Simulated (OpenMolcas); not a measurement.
# One shape, several levels: C2H3In (SMILES C#[C][InH2])

Wanted: a comparison of 6 runs (B3LYP/def2-SVPD, BHLYP/def2-SVPD, BLYP/def2-SVPD, SVWN5/def2-SVPD, r2SCAN/def2-SVPD, MP2/def2-SVPD) of C2H3In. 

The results are computed with OpenMolcas 26.06.

## (1) The molecule

C2H3In: 6 atoms, total charge 0, spin state singlet. SMILES: `C#[C][InH2]`. Geometry: relaxed at PBE0-D4/def2-TZVP.

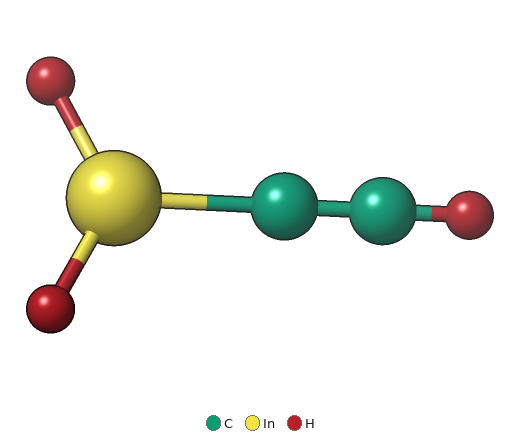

Viewed from a chosen angle; carbon teal, indium yellow, hydrogen red.

## (2) Energy and gradient at B3LYP/def2-SVPD (core potential) (run 1)

The input, calc.input:

```
* C2H3In Kohn-Sham DFT
&GATEWAY
BasLib
$CurrDir
Coord
6
angstrom
C       -0.186600      -1.928000       0.015100
C       -0.070400      -0.723400       0.005900
In       0.131900       1.363900      -0.010600
H       -0.289000      -2.989600       0.023300
H        0.673500       2.081500      -1.468800
H       -0.259400       2.195500       1.435000
Basis
def2-SVPD
Group
NoSym
&SEWARD
GridInput
Grid=UltraFine
End of Grid
&SCF
KSDFT
B3LYP
Thresholds
1e-10 1e-07 1e-07 1e-05
PrOrbitals
1 2
&ALASKA
```

The basis set def2-SVPD is read from a file made from the Basis Set Exchange's data (not shown).

Run with:

```bash
export MOLCAS_MEM=1860
pymolcas calc.input > calc.log
```

Standard output:

```text
--- Start Module: gateway ---
[...]
--- Stop Module: gateway /rc=_RC_ALL_IS_WELL_ ---
[...]
      Basis functions           96
[...]
--- Start Module: scf ---
[...]
       Convergence after  14 Iterations
[...]
::    Total KS-DFT energy                            -268.0576287136
[...]
      Total spin, S                                     0.0000000000
[...]
      Total electronic charge=   36.000000
      Total            charge=   -0.000000
[...]
      Dipole Moment (debye):
      Origin of the operator (angstrom)=    0.0859    0.8892   -0.0069
                   X=  2.1852E-02               Y=  2.2232E-01               Z= -1.4381E-03           Total=  2.2340E-01
      Quadrupole Moment (debye*angstrom):
[...]
--- Stop Module: scf /rc=_RC_ALL_IS_WELL_ ---
[...]
--- Start Module: alaska ---
[...]
 *              Molecular gradients               *
 **************************************************
  Irreducible representation: a
 ------------------------------------------------------------------------------------------
                              X                       Y                       Z
 ------------------------------------------------------------------------------------------
  C1                1.76398567297831E-03    1.82754694465785E-02   -1.45087439531844E-04
  C2               -1.59537880870997E-03   -1.65201321469510E-02    1.25454727608582E-04
  IN3              -4.39412024831887E-04   -4.52051976993140E-03    4.89149107407855E-05
  H4                5.48073150340722E-04    5.65660869567131E-03   -4.21916703217153E-05
  H5               -9.15690576017258E-04   -1.35157527105889E-03    2.42493009961731E-03
  H6                6.38422586239029E-04   -1.53985095413711E-03   -2.41202062810641E-03
 ------------------------------------------------------------------------------------------
--- Stop Module: alaska /rc=_RC_ALL_IS_WELL_ ---
[...]
```

Wall time 35 s (1 thread of Arm Neoverse V1, shared host); peak memory 0.53 GiB.

## (3) Energy and forces at BHLYP/def2-SVPD (core potential) (run 2)

The input, job.inp:

```
&GATEWAY
  BasLib = $CurrDir
  Coord
  6
  angstrom
  C       -0.186600      -1.928000       0.015100
  C       -0.070400      -0.723400       0.005900
  In       0.131900       1.363900      -0.010600
  H       -0.289000      -2.989600       0.023300
  H        0.673500       2.081500      -1.468800
  H       -0.259400       2.195500       1.435000
  Basis = def2-SVPD
  Group = NoSym

&SEWARD
  GridInput
  Grid=UltraFine
  End of Grid

&SCF
  KSDFT = HYB_GGA_XC_BHANDHLYP
  Thresholds = 1e-10 1e-07 1e-07 1e-05
  PrOrbitals = 1 1

&ALASKA
```

The basis set def2-SVPD is read from a file made from the Basis Set Exchange's data (not shown).

Run with:

```bash
export MOLCAS_MEM=1860
pymolcas job.inp > job.log
```

Standard output:

```text
--- Start Module: gateway ---
[...]
--- Stop Module: gateway /rc=_RC_ALL_IS_WELL_ ---
[...]
      Basis functions           96
[...]
--- Start Module: scf ---
[...]
       Convergence after  14 Iterations
[...]
::    Total KS-DFT energy                            -267.8563864752
[...]
      Total spin, S                                     0.0000000000
[...]
      Total electronic charge=   36.000000
      Total            charge=   -0.000000
[...]
      Dipole Moment (debye):
      Origin of the operator (angstrom)=    0.0859    0.8892   -0.0069
                   X=  2.6956E-02               Y=  2.7496E-01               Z= -1.8212E-03           Total=  2.7629E-01
      Quadrupole Moment (debye*angstrom):
[...]
--- Stop Module: scf /rc=_RC_ALL_IS_WELL_ ---
[...]
--- Start Module: alaska ---
[...]
 *              Molecular gradients               *
 **************************************************
  Irreducible representation: a
 ------------------------------------------------------------------------------------------
                              X                       Y                       Z
 ------------------------------------------------------------------------------------------
  C1               -6.84537637978266E-05   -7.22181135440536E-04   -1.22564960189364E-06
  C2                5.45404285922091E-04    5.68440639833590E-03   -4.34173412201255E-05
  IN3              -4.17507657259453E-04   -4.29102479525945E-03    4.83545088634380E-05
  H4                4.29969540441388E-05    4.19892229992946E-04   -1.45714880430553E-06
  H5               -1.70881378825039E-04   -5.31936342551553E-04    3.71044691144018E-04
  H6                6.84415599226940E-05   -5.59156354976054E-04   -3.73299060393073E-04
 ------------------------------------------------------------------------------------------
--- Stop Module: alaska /rc=_RC_ALL_IS_WELL_ ---
[...]
```

Run time: 35 s. Hardware: 1 thread of Arm Neoverse V1, shared host; peak memory 0.53 GiB.

Run 3 isn't shown in full; the table further down has it.

## (4) Energy and gradient at SVWN5/def2-SVPD (core potential) (run 4)

The input, mol.input:

```
>>> EXPORT MOLCAS_PRINT=2
&GATEWAY
BasLib
$CurrDir
Coord
6
angstrom
C       -0.186600      -1.928000       0.015100
C       -0.070400      -0.723400       0.005900
In       0.131900       1.363900      -0.010600
H       -0.289000      -2.989600       0.023300
H        0.673500       2.081500      -1.468800
H       -0.259400       2.195500       1.435000
Basis
def2-SVPD
Group
NoSym
&SEWARD
GridInput
Grid=UltraFine
End of Grid
&SCF
KSDFT
SVWN5
Thresholds
1e-10 1e-07 1e-07 1e-05
PrOrbitals
1
&ALASKA
```

The basis set def2-SVPD is read from a file made from the Basis Set Exchange's data (not shown).

Run with:

```bash
export MOLCAS_MEM=1860
pymolcas mol.input > mol.log
```

Standard output:

```text
--- Start Module: gateway ---
[...]
--- Stop Module: gateway /rc=_RC_ALL_IS_WELL_ ---
[...]
      Basis functions           96
[...]
--- Start Module: scf ---
[...]
       Convergence after  16 Iterations
[...]
::    Total KS-DFT energy                            -266.9326514123
[...]
      Total spin, S                                     0.0000000000
[...]
      Total electronic charge=   36.000000
      Total            charge=   -0.000000
[...]
      Dipole Moment (debye):
      Origin of the operator (angstrom)=    0.0859    0.8892   -0.0069
                   X=  1.9346E-02               Y=  1.9603E-01               Z= -1.3196E-03           Total=  1.9698E-01
      Quadrupole Moment (debye*angstrom):
[...]
--- Stop Module: scf /rc=_RC_ALL_IS_WELL_ ---
[...]
--- Start Module: alaska ---
[...]
 *              Molecular gradients               *
 **************************************************
  Irreducible representation: a
 ------------------------------------------------------------------------------------------
                              X                       Y                       Z
 ------------------------------------------------------------------------------------------
  C1                2.02546040073126E-03    2.09835941753163E-02   -1.64623345438430E-04
  C2               -3.71938599063704E-03   -3.84860714595465E-02    2.96363270098854E-04
  IN3               3.13901687826634E-04    3.25005720272920E-03   -1.31972733596192E-05
  H4                1.35194238800806E-03    1.39926232173400E-02   -1.06700701169690E-04
  H5               -1.01482306271716E-04    1.43440963929375E-04    3.53496507286444E-04
  H6                1.29563820354006E-04    1.16355900260601E-04   -3.65338457419373E-04
 ------------------------------------------------------------------------------------------
--- Stop Module: alaska /rc=_RC_ALL_IS_WELL_ ---
[...]
```

Run time: 27 s. Hardware: 1 thread of Arm Neoverse V1, shared host; peak memory 0.53 GiB.

Run 5 isn't shown in full; the table further down has it.

## (5) The energy at MP2/def2-SVPD (core potential) (run 6)

The input, mol.xyz:

```xyz
6

C     -0.186600    -1.928000     0.015100
C     -0.070400    -0.723400     0.005900
In     0.131900     1.363900    -0.010600
H     -0.289000    -2.989600     0.023300
H      0.673500     2.081500    -1.468800
H     -0.259400     2.195500     1.435000
```

The input, test.inp:

```
>>> EXPORT MOLCAS_PRINT=2
&GATEWAY
BASLIB
$CurrDir
COORD
mol.xyz
BASIS
def2-SVPD
GROUP
NoSym
&SEWARD
&SCF
THRESHOLDS
1e-10 1e-07 1e-07 1e-05
PRORBITALS
1
&MBPT2
FROZEN
6
```

The basis set def2-SVPD is read from a file made from the Basis Set Exchange's data (not shown).

Run with:

```bash
export MOLCAS_MEM=1860
pymolcas test.inp > test.log
```

Standard output:

```text
--- Start Module: gateway ---
[...]
--- Stop Module: gateway /rc=_RC_ALL_IS_WELL_ ---
[...]
      Basis functions           96
[...]
--- Start Module: scf ---
[...]
       Convergence after  13 Iterations
[...]
::    Total SCF energy                               -266.5384745840
[...]
      Total spin, S                                     0.0000000000
[...]
      Total electronic charge=   36.000000
      Total            charge=   -0.000000
[...]
      Dipole Moment (debye):
      Origin of the operator (angstrom)=    0.0859    0.8892   -0.0069
                   X=  2.2626E-02               Y=  2.3017E-01               Z= -1.4141E-03           Total=  2.3128E-01
      Quadrupole Moment (debye*angstrom):
[...]
--- Stop Module: scf /rc=_RC_ALL_IS_WELL_ ---
[...]
--- Start Module: mbpt2 ---
[...]
WARNING!
Default frozen orbitals as non valence orbitals is overwritten by user input.
Default values:   2
[...]
       Reference weight ( Cref**2 )         =        0.86502
::    Total MBPT2 energy                             -266.8974086658
[...]
      Total MBPT2 calculations                           0.35      0.39
--- Stop Module: mbpt2 /rc=_RC_ALL_IS_WELL_ ---
[...]
```

Run time: 8.7 s. Hardware: 1 thread of Arm Neoverse V1, shared host; peak memory 0.53 GiB.

## (6) Overview of the runs

| run | level | task | integration grid | energy (Eh) | dipole moment (D) of the reference | HOMO energy (eV) | LUMO energy (eV) | wall time |
| --- | --- | --- | --- | --- | --- | --- | --- | --- |
| 1 | B3LYP/def2-SVPD (core potential) | gradient | UltraFine | -268.057629 | 0.22 | -7.56 | -2.29 | 35 s |
| 2 | BHLYP/def2-SVPD (core potential) | gradient | UltraFine | -267.856386 | 0.28 | -8.82 | -1.33 | 35 s |
| 3 | BLYP/def2-SVPD (core potential) | gradient | UltraFine | -267.907574 | 0.15 | -6.46 | -2.72 | 37 s |
| 4 | SVWN5/def2-SVPD (core potential) | gradient | UltraFine | -266.932651 | 0.20 | -6.77 | -3.03 | 27 s |
| 5 | r2SCAN/def2-SVPD (core potential) | gradient | UltraFine | -268.001847 | 0.21 | -6.86 | -2.49 | 47 s |
| 6 | MP2/def2-SVPD (core potential) | energy | – | -266.897409 | 0.23 | -10.46 | 0.60 | 8.7 s |

## (7) Results

| quantity | value |
| --- | --- |
| run 6: total energy | -266.89741 Eh |
| run 6: dipole moment (mean-field density) | 0.23 D |
| run 6: HOMO energy (Hartree–Fock orbitals) | -10.46 eV |
| run 6: LUMO energy (Hartree–Fock orbitals) | 0.60 eV |
| run 6: HOMO–LUMO gap (Hartree–Fock orbitals) | 11.06 eV |
| run 6: correlation energy (6 core orbitals frozen) | -358.9 mEh |

What this shows: Over runs 1, 2, 3, 4, 5 the dipole moment (its size) runs from 0.15 D (BLYP/def2-SVPD) to 0.28 D (BHLYP/def2-SVPD). Over runs 1, 2, 3, 4, 5 the HOMO–LUMO gap runs from 3.74 eV (BLYP/def2-SVPD) to 7.50 eV (BHLYP/def2-SVPD). Totals of different functionals can't be ranked against each other. All runs together took 3.2 min, the longest 47 s.
